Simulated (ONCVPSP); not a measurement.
# K: pseudopotential generation

Potassium (K, Z = 19), core [Ar], reference valence 4p1, valence charge 1. Level asked for: ONCV potential, LDA (Perdew-Zunger), scalar-relativistic, made with ONCVPSP 4.0.1.

**Input file**
```
# ATOM AND REFERENCE CONFIGURATION
# atsym  z   nc   nv     iexc    psfile
  K 19.00    5    1        3      upf
#
#   n    l    f
    1    0    2.00
    2    0    2.00
    2    1    6.00
    3    0    2.00
    3    1    6.00
    4    1    1.00
#
# PSEUDOPOTENTIAL AND OPTIMIZATION
# lmax
    2
#
#   l,   rc,      ep,       ncon, nbas, qcut
    0    3.00    0.13    3    7    2.30
    1    3.55    0.00    3    8    2.20
    2    3.15    0.25    3    6    2.70
#
# LOCAL POTENTIAL
# lloc, lpopt,  rc(5),   dvloc0
    4    2    2.80    3.00
#
# VANDERBILT-KLEINMAN-BYLANDER PROJECTORs
# l, nproj, debl
    0    1    2.70
    1    1    0.50
    2    2    1.20
#
# MODEL CORE CHARGE
# icmod, fcfact, rcfact
    2    0.65    0.90
#
# LOG DERIVATIVE ANALYSIS
# epsh1, epsh2, depsh
   -2.00    5.00    0.02
#
# OUTPUT GRID
# rlmax, drl
    6.00    0.01
#
# TEST CONFIGURATIONS
# ncnf
    2
# nvcnf
#   n    l    f
    2
    4    1    0.00
    4    0    1.00
#
    2
    4    1    0.00
    4    0    0.50
#
```

Run as:
```bash
oncvpsp.x < K.dat > K.out
```

**The program's output (extracts)**
```
ONCVPSP  (Optimized Norm-Conservinng Vanderbilt PSeudopotential)
scalar-relativistic version 4.0.1

#   n    l    f        energy (Ha)
    1    0    2.00    -1.2910268E+02
    2    0    2.00    -1.3000930E+01
    2    1    6.00    -1.0346449E+01
    3    0    2.00    -1.3479610E+00
    3    1    6.00    -7.4652509E-01
    4    1    1.00    -5.1832236E-02

Reference configufation results
  iterations    25
  all-electron total energy (Ha)   -6.00496388D+02

Begin loop to  construct optimized pseudo wave functions
and semi-local pseudopoentials for all angular momenta

WARNING wellstate: moderately localized bound state found for n= 4 l=  0
WARNING scattering state with energy  0.05000000
WARNING will be used for the first projector

   Wellstate for l =  0  n =  5
     eigenvalue =   0.0500
     asymptotic potential =   0.5500
     half-point radius = 15.7192

Calculating optimized projector #   1

 for l=   0

    Fraction of norm inside rc  0.103068
    Optimizing pswf for qcut=   2.30 a_B^-1,  ecut=   2.64 Ha
    Residual kinetic energy error=  2.22D-05 Ha

    Energy error per electron        Cutoff
         Ha          eV             Ha
         0.01000     0.27211        0.76
         0.00100     0.02721        1.58
         0.00010     0.00272        2.34
         0.00001     0.00027        3.24

Calculating optimized projector #   1

 for l=   1

    Fraction of norm inside rc  0.080635
    Optimizing pswf for qcut=   2.20 a_B^-1,  ecut=   2.42 Ha
    Residual kinetic energy error=  8.45D-06 Ha

    Energy error per electron        Cutoff
         Ha          eV             Ha
         0.01000     0.27211        0.16
         0.00100     0.02721        0.35
         0.00010     0.00272        1.04
         0.00001     0.00027        1.94

   Wellstate for l =  2  n =  4
     eigenvalue =   0.2500
     asymptotic potential =   0.7500
     half-point radius =  7.3362

   Wellstate for l =  2  n =  6
     eigenvalue =   1.4500
     asymptotic potential =   1.9500
     half-point radius =  6.3858

Calculating optimized projector #   1

 for l=   2

    Fraction of norm inside rc  0.288579
    Optimizing pswf for qcut=   2.69 a_B^-1,  ecut=   3.63 Ha
    Residual kinetic energy error=  3.56D-02 Ha
 ERROR pspot:  first pseudo wave function has node,          program will stop
 ERROR pspot: try changing psp parameters for this l
```

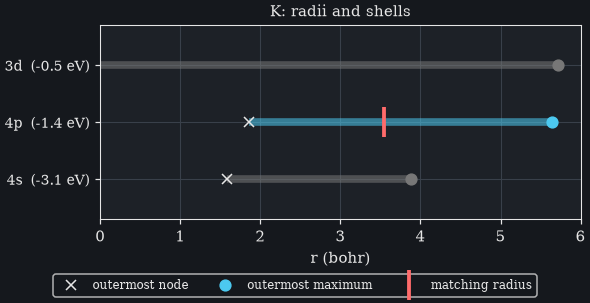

Figure 1. Outer shells of the all-electron reference atom: each bar runs from the outermost node (or the nucleus) to the outermost maximum of u(r); the tick is the radius chosen for the pseudo-wave. Shells without a tick have no pseudo-wave of their own. Levels, nodes and maxima are from ld1.x, scalar-relativistic.

- Radii against the shells: 4p: 3.55 bohr, between node and maximum.

**What the run reported**

- outcome: ended with an error
- hardware: 1 CPU thread, shared host
- wall time: 0.98 s

**What went wrong**

The generator stopped with the message “ERROR pspot: first pseudo wave function has node, program will stop”. In words: the optimised pseudo-wave of the first projector has a node, so the radial equation cannot be inverted for a potential. It was at work on the d channel when it stopped.
